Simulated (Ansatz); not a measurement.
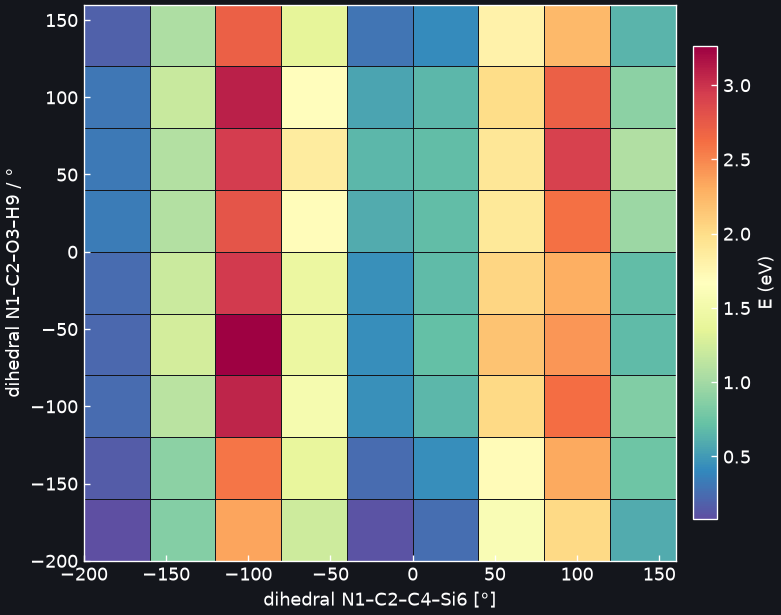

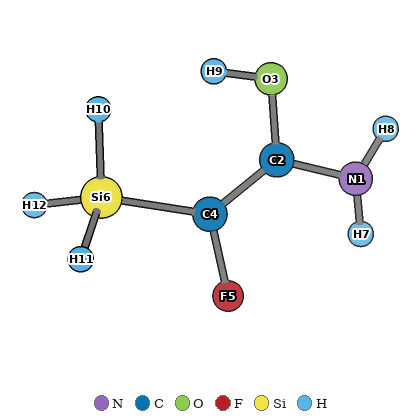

Energy landscape of C2H6FNOSi, SMILES NC(O)=C(F)[SiH3]. Coordinates scanned: (1) dihedral N1–C2–C4–Si6; (2) dihedral N1–C2–O3–H9. Nothing is relaxed (all other coordinates rigid). Grid: 9 × 9 points. Points are written as (first, second). All energies are given in eV relative to the relaxed molecule at the same level. Energies and slopes of some neighbouring points disagree (a jump in structure or state, or too coarse a mesh). The dihedral twists a double bond; near 90° a spin-restricted reference is unreliable. These are results of Ansatz 0.2.0, RKS B3LYP-D4/def2-SVP, not measurements.

In the figure: one coloured cell a grid point. The second picture is the structure at the lowest point.

### Describe this landscape.

The lowest grid point is at (−180°, −180°), 0.08 eV from the relaxed molecule at the same level. Other grid points that lie below all their neighbours: (−20°, −180°) (0.028 eV higher); (−180°, −60°) (0.14 eV higher); (−20°, −60°) (0.35 eV higher). The highest grid point, (−100°, −60°), lies 3.18 eV above the lowest.

Grid values (eV):

```
dihedral N1–C2–O3–H9 ↓, dihedral N1–C2–C4–Si6 →  −180  −140  −100   −60   −20    20    60   100   140
                                            140  0.19  1.05  2.71  1.36  0.30  0.42  1.80  2.24  0.64
                                            100  0.30  1.19  3.10  1.69  0.56  0.66  2.00  2.70  0.89
                                             60  0.33  1.07  2.95  1.86  0.66  0.69  1.91  2.92  1.06
                                             20  0.33  1.07  2.79  1.70  0.60  0.69  1.90  2.61  0.97
                                            −20  0.25  1.20  2.96  1.42  0.45  0.68  2.04  2.30  0.69
                                            −60  0.22  1.25  3.26  1.43  0.43  0.71  2.17  2.42  0.68
                                           −100  0.25  1.11  3.06  1.54  0.44  0.66  2.03  2.62  0.85
                                           −140  0.16  0.90  2.58  1.38  0.24  0.44  1.72  2.33  0.76
                                           −180  0.08  0.85  2.35  1.22  0.11  0.27  1.59  2.03  0.59
```

Each point was launched as `ansatz run input.yaml --threads 1 --pin off --max-ram 2560MiB --backend cpu --events-out ev --progress --plain --runs-dir out`. Time for the 81 points that were run: 11 min on 1 thread of Arm Neoverse V1, on a shared host.
